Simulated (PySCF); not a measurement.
# C2H2BrN3: electronic excitations and core binding energies

Aim: predict the electronic excitations and core binding energies of C2H2BrN3 (`Brc1cn[nH]n1`).

Computed with PySCF 2.14.0, with density-fitted response routines of our own, on a single molecule in the gas phase. Atoms count from 0, in the outputs and in this text.

**1. The starting structure**

8 atoms, charge 0, multiplicity 1; geometry from: GFN2-xTB.

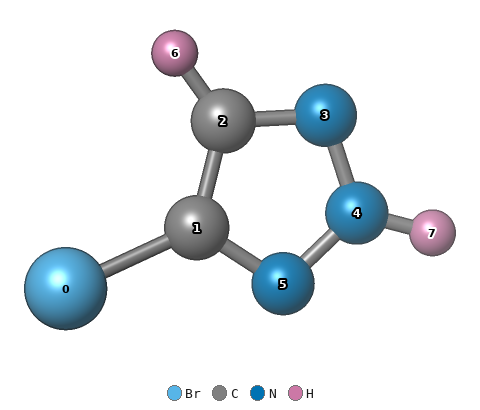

As it starts; bromine blue, carbon grey, nitrogen blue, hydrogen pink, atoms numbered.

**2. TDDFT and polarisability: wB97X-D/def2-SVPD**

What the job is given:

```
{"job": {"kind": "uv", "xc": "wB97X-D", "basis": "def2-SVPD", "nstates": 8, "ntriplets": 3}, "charge": 0, "multiplicity": 1}
Br     2.458336    -1.267104     0.024589
C      0.776850    -0.466210     0.004386
C      0.450987     0.901853     0.021783
N     -0.864603     0.990678    -0.003315
N     -1.287563    -0.250920    -0.033661
N     -0.347697    -1.165865    -0.030655
H      1.090412     1.757344     0.049805
H     -2.267664    -0.490363    -0.057497
```

Level: TDDFT wB97X-D/def2-SVPD, vertical, gas phase, core orbitals frozen in the response.

Command:

```bash
$ OMP_NUM_THREADS=1 python probes_run.py task.json out
```

One launch serves the whole session: the jobs run in the order shown.

The log of the run:

```text
coarse grid: 38000 points
cycle   1  E = -2815.2223154990  dE =  3.634e-01  |g| = 4.851e-01  |ddm| = 4.762e+00
cycle   2  E = -2815.2323720665  dE = -1.006e-02  |g| = 5.029e-01  |ddm| = 1.443e+00
cycle   3  E = -2815.2819395205  dE = -4.957e-02  |g| = 4.669e-02  |ddm| = 6.514e-01
cycle   4  E = -2815.2824221891  dE = -4.827e-04  |g| = 2.431e-02  |ddm| = 1.243e-01
cycle   5  E = -2815.2825458638  dE = -1.237e-04  |g| = 1.076e-02  |ddm| = 4.609e-02
cycle   6  E = -2815.2825750110  dE = -2.915e-05  |g| = 3.357e-03  |ddm| = 2.080e-02
cycle   7  E = -2815.2825785176  dE = -3.507e-06  |g| = 1.017e-03  |ddm| = 7.778e-03
final grid: 79216 points
cycle   8  E = -2815.2823356528  dE = -1.127e-06  |g| = 9.246e-04  |ddm| = 1.026e-02
cycle   9  E = -2815.2823356517  dE =  1.024e-09  |g| = 1.045e-03  |ddm| = 3.121e-03
cycle  10  E = -2815.2823358771  dE = -2.254e-07  |g| = 1.461e-04  |ddm| = 1.440e-03
cycle  11  E = -2815.2823358836  dE = -6.544e-09  |g| = 7.118e-05  |ddm| = 3.590e-04
cycle  12  E = -2815.2823358860  dE = -2.363e-09  |g| = 2.935e-05  |ddm| = 2.059e-04
cycle  13  E = -2815.2823358863  dE = -2.815e-10  |g| = 7.211e-06  |ddm| = 5.943e-05
converged SCF energy = -2815.2823358863

Static polarisability (au): isotropic 62.557, principal 42.538 60.519 84.613

Singlet excitations
state   eV       nm        f      main configurations
  1   6.1707    200.9   0.00017   H->L+1 0.86, H->L+5 0.08
  2   6.4283    192.9   0.11348   H->L 0.92
  3   6.4612    191.9   0.00049   H-3->L 0.64, H-1->L 0.33
  4   6.9373    178.7   0.00056   H-1->L+1 0.80
  5   7.2030    172.1   0.00868   H-1->L 0.41, H-3->L 0.26, H-4->L 0.26
  6   7.3660    168.3   0.02509   H->L+2 0.56, H-2->L 0.39
  7   7.7869    159.2   0.02357   H->L+3 0.87
  8   7.8333    158.3   0.00456   H-1->L+2 0.42, H-4->L 0.34, H-1->L 0.12

Triplet excitations (Tamm-Dancoff, eV): 4.8629 5.2240 5.6032
```

Wall time 32 s (1 thread of Arm Neoverse N1, shared host); peak memory 0.67 GiB.

The orbitals next to the gap, with their largest atomic shares:

| orbital | eV | atoms |
| --- | --- | --- |
| HOMO−3 | -11.13 | N5 41 %, N3 29 %, Br0 13 % |
| HOMO−2 | -10.81 | N3 29 %, N5 24 %, C2 23 % |
| HOMO−1 | -10.51 | Br0 68 %, N3 14 %, C1 8 % |
| HOMO | -9.51 | Br0 43 %, C1 18 %, N4 15 % |
| LUMO | 1.15 | N5 26 %, N3 25 %, N4 21 % |
| LUMO+1 | 1.47 | Br0 70 %, C1 18 % |
| LUMO+2 | 2.44 | Br0 24 %, C1 23 %, C2 22 % |

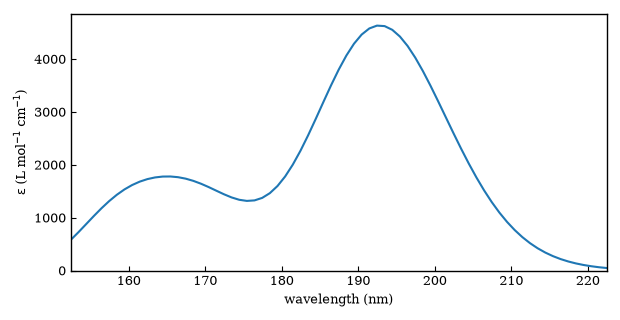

Absorption spectrum: each of the 8 states is a Gaussian band of 0.4 eV half-width at 1/e. Beyond the last state computed it falls off for lack of states.

Further results of this job:

| property | computed |
| --- | --- |
| dipole moment (D) | 1.19 |
| polarisability (Å³) | 9.27 |
| HOMO–LUMO gap (eV) | 10.66 |
| −ε(HOMO) (eV) | 9.51 |

**3. Core-electron binding energies: SCAN, X2C**

Settings changed since step 2:

```diff
@@ -1,2 +1,2 @@
-{"job": {"kind": "uv", "xc": "wB97X-D", "basis": "def2-SVPD", "nstates": 8, "ntriplets": 3}, "charge": 0, "multiplicity": 1}
+{"job": {"kind": "xps"}, "charge": 0, "multiplicity": 1}
 Br     2.458336    -1.267104     0.024589
```

Method: delta-SCF UKS SCAN, pcX-2 on the ionised atom, pcseg-1 elsewhere, spin-free X2C.

The log of the run:

```text
ground state, core basis on atom 1 (C), 138 functions
  cycle   1  E = -2840.21024880  |g| = 3.95e-01
  cycle   2  E = -2840.14107518  |g| = 6.80e-01
  cycle   3  E = -2840.24262719  |g| = 1.28e-01
  cycle   4  E = -2840.24504762  |g| = 8.24e-02
  cycle   5  E = -2840.24662067  |g| = 1.29e-02
  cycle   6  E = -2840.24666292  |g| = 4.84e-03
  cycle   7  E = -2840.24666729  |g| = 1.26e-03
  cycle   8  E = -2840.24666438  |g| = 4.16e-04
  E(ground) = -2840.40389267 Eh
hole in C 1s of atom 1
  cycle   1  E = -2828.91204784  |g| = 1.53e+00
  cycle   2  E = -2827.25075916  |g| = 2.42e+00
  cycle   3  E = -2829.27861698  |g| = 6.79e-01
  cycle   4  E = -2829.34791704  |g| = 5.57e-01
  cycle   5  E = -2829.48399344  |g| = 1.65e-01
  cycle   6  E = -2829.49292557  |g| = 7.70e-02
  cycle   7  E = -2829.49571642  |g| = 2.19e-02
  cycle   8  E = -2829.49600291  |g| = 4.94e-03
  cycle   9  E = -2829.49603387  |g| = 3.14e-03
  cycle  10  E = -2829.49604461  |g| = 2.82e-03
  cycle  11  E = -2829.49605492  |g| = 1.01e-03
  cycle  12  E = -2829.49605761  |g| = 4.56e-04
  E(ion) = -2829.64942529 Eh   <S^2> = 0.7874   hole on atom = 1.000   binding energy = 292.644 eV
ground state, core basis on atom 2 (C), 138 functions
  cycle   1  E = -2840.24223919  |g| = 5.84e-02
  cycle   2  E = -2840.24216931  |g| = 2.58e-02
  cycle   3  E = -2840.24193943  |g| = 4.02e-02
  cycle   4  E = -2840.24230321  |g| = 7.10e-03
  cycle   5  E = -2840.24231575  |g| = 1.43e-03
  cycle   6  E = -2840.24231560  |g| = 5.33e-04
  cycle   7  E = -2840.24231654  |g| = 1.14e-04
  E(ground) = -2840.39999418 Eh
hole in C 1s of atom 2
  cycle   1  E = -2828.94914795  |g| = 1.52e+00
  cycle   2  E = -2827.42837728  |g| = 2.25e+00
  cycle   3  E = -2829.27382484  |g| = 6.91e-01
  cycle   4  E = -2829.35810140  |g| = 5.97e-01
  cycle   5  E = -2829.50702501  |g| = 1.76e-01
  cycle   6  E = -2829.51877776  |g| = 8.92e-02
  cycle   7  E = -2829.52264265  |g| = 2.03e-02
  cycle   8  E = -2829.52281771  |g| = 1.16e-02
  cycle   9  E = -2829.52289802  |g| = 3.06e-03
  cycle  10  E = -2829.52291282  |g| = 1.49e-03
  cycle  11  E = -2829.52291736  |g| = 7.09e-04
  cycle  12  E = -2829.52291898  |g| = 4.85e-04
  E(ion) = -2829.67853869 Eh   <S^2> = 0.7772   hole on atom = 1.000   binding energy = 291.746 eV
ground state, core basis on atom 3 (N), 138 functions
  cycle   1  E = -2840.25251894  |g| = 7.45e-02
  cycle   2  E = -2840.25242138  |g| = 2.89e-02
  cycle   3  E = -2840.25225953  |g| = 3.94e-02
  cycle   4  E = -2840.25260313  |g| = 7.41e-03
  cycle   5  E = -2840.25261273  |g| = 1.75e-03
  cycle   6  E = -2840.25261070  |g| = 4.61e-04
  E(ground) = -2840.40852859 Eh
hole in N 1s of atom 3
  cycle   1  E = -2824.61156684  |g| = 1.86e+00
  cycle   2  E = -2820.50765787  |g| = 3.23e+00
  cycle   3  E = -2824.62538398  |g| = 1.10e+00
  cycle   4  E = -2825.14000845  |g| = 6.64e-01
  cycle   5  E = -2825.24641076  |g| = 3.68e-01
  cycle   6  E = -2825.31007457  |g| = 1.57e-01
  cycle   7  E = -2825.31979938  |g| = 8.36e-02
  cycle   8  E = -2825.32324606  |g| = 2.93e-02
  cycle   9  E = -2825.32363099  |g| = 4.65e-03
  cycle  10  E = -2825.32364609  |g| = 3.95e-03
  cycle  11  E = -2825.32366055  |g| = 1.84e-03
  cycle  12  E = -2825.32366849  |g| = 1.07e-03
  cycle  13  E = -2825.32367395  |g| = 6.96e-04
  cycle  14  E = -2825.32367584  |g| = 4.10e-04
  E(ion) = -2825.47813473 Eh   <S^2> = 0.7781   hole on atom = 1.000   binding energy = 406.277 eV
ground state, core basis on atom 4 (N), 138 functions
  cycle   1  E = -2840.25695758  |g| = 7.40e-02
  cycle   2  E = -2840.25694110  |g| = 1.75e-02
  cycle   3  E = -2840.25679631  |g| = 2.99e-02
  cycle   4  E = -2840.25700257  |g| = 6.32e-03
  cycle   5  E = -2840.25701053  |g| = 1.54e-03
  cycle   6  E = -2840.25701112  |g| = 2.45e-04
  E(ground) = -2840.41181975 Eh
hole in N 1s of atom 4
  cycle   1  E = -2824.53989728  |g| = 1.87e+00
  cycle   2  E = -2819.69583305  |g| = 3.38e+00
  cycle   3  E = -2824.67102258  |g| = 9.53e-01
  cycle   4  E = -2824.92172028  |g| = 7.97e-01
  cycle   5  E = -2825.21859958  |g| = 2.58e-01
  cycle   6  E = -2825.24507531  |g| = 1.05e-01
  cycle   7  E = -2825.25042229  |g| = 4.54e-02
  cycle   8  E = -2825.25120592  |g| = 2.37e-02
  cycle   9  E = -2825.25146820  |g| = 7.43e-03
  cycle  10  E = -2825.25149684  |g| = 3.65e-03
  cycle  11  E = -2825.25150801  |g| = 1.48e-03
  cycle  12  E = -2825.25151317  |g| = 5.77e-04
  cycle  13  E = -2825.25151164  |g| = 4.26e-04
  E(ion) = -2825.40536713 Eh   <S^2> = 0.7735   hole on atom = 1.000   binding energy = 408.346 eV
ground state, core basis on atom 5 (N), 138 functions
  cycle   1  E = -2840.25261295  |g| = 7.41e-02
  cycle   2  E = -2840.25251025  |g| = 2.74e-02
  cycle   3  E = -2840.25206131  |g| = 5.04e-02
  cycle   4  E = -2840.25267973  |g| = 6.71e-03
  cycle   5  E = -2840.25268658  |g| = 1.69e-03
  cycle   6  E = -2840.25269321  |g| = 5.71e-04
  cycle   7  E = -2840.25269068  |g| = 9.13e-05
  E(ground) = -2840.40866667 Eh
hole in N 1s of atom 5
  cycle   1  E = -2824.61116453  |g| = 1.86e+00
  cycle   2  E = -2822.33610416  |g| = 2.87e+00
  cycle   3  E = -2824.91077259  |g| = 9.15e-01
  cycle   4  E = -2825.13675617  |g| = 6.58e-01
  cycle   5  E = -2825.31605857  |g| = 1.52e-01
  cycle   6  E = -2825.32356600  |g| = 9.64e-02
  cycle   7  E = -2825.32812916  |g| = 3.15e-02
  cycle   8  E = -2825.32850639  |g| = 1.86e-02
  cycle   9  E = -2825.32870571  |g| = 4.09e-03
  cycle  10  E = -2825.32872463  |g| = 2.45e-03
  cycle  11  E = -2825.32873242  |g| = 1.73e-03
  cycle  12  E = -2825.32873962  |g| = 8.69e-04
  cycle  13  E = -2825.32874240  |g| = 3.54e-04
  E(ion) = -2825.48348956 Eh   <S^2> = 0.7792   hole on atom = 1.000   binding energy = 406.135 eV
```

Run time: 48 s. Hardware: 1 thread of Arm Neoverse N1, shared host; peak memory 0.52 GiB.

Binding energies by hole, beside the orbital energy of the ground state; the difference holds orbital relaxation and, for a density functional, its self-interaction error:

| hole | stands for | environment | ΔSCF (eV) | −ε (eV) | ⟨S²⟩ |
| --- | --- | --- | --- | --- | --- |
| C1s on C1 | C1 | aromatic carbon bearing bromine | 292.64 | 276.1 | 0.787 |
| C1s on C2 | C2 | aromatic CH next to a ring nitrogen | 291.75 | 274.9 | 0.777 |
| N1s on N3 | N3 | pyridine-type nitrogen of an azole | 406.28 | 387.4 | 0.778 |
| N1s on N4 | N4 | pyrrole-type ring nitrogen | 408.35 | 389.5 | 0.774 |
| N1s on N5 | N5 | pyridine-type nitrogen of an azole | 406.13 | 387.5 | 0.779 |

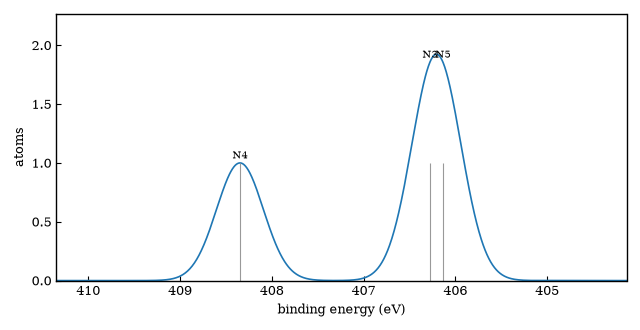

The N1s photoelectron lines, weighted by the number of atoms. Lines are broadened to a width of 0.60 eV (Gaussian).

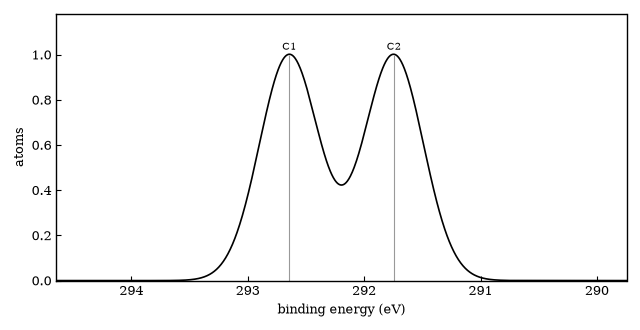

The C1s photoelectron lines, weighted by the number of atoms. Lines are broadened to a width of 0.60 eV (Gaussian).

**4. Summary of results**

```
                                quantity                               value
      lowest singlet (wB97X-D/def2-SVPD)         6.17 eV (201 nm), f = 0.000
brightest single state of those computed         state 2, 6.43 eV, f = 0.113
                          lowest triplet                             4.86 eV
        N1s binding energies, SCAN/pcX-2  N4 408.35, N3 406.28, N5 406.13 eV
        C1s binding energies, SCAN/pcX-2             C1 292.64, C2 291.75 eV
```

In words: The lowest singlet, at 6.17 eV, is HOMO→LUMO+1 0.86, HOMO→LUMO+5 0.08 and is dark; of the 8 states computed, the strongest absorption comes from state 2 at 6.43 eV. The lowest triplet lies 1.31 eV below the lowest singlet (triplets in Tamm-Dancoff, singlets in full TDDFT). The N1s levels kept as sound span 2.21 eV, from N5 (pyridine-type nitrogen of an azole) up to N4 (pyrrole-type ring nitrogen). C1 (aromatic carbon bearing bromine) binds its C1s electron 0.90 eV more tightly than C2 (aromatic CH next to a ring nitrogen).
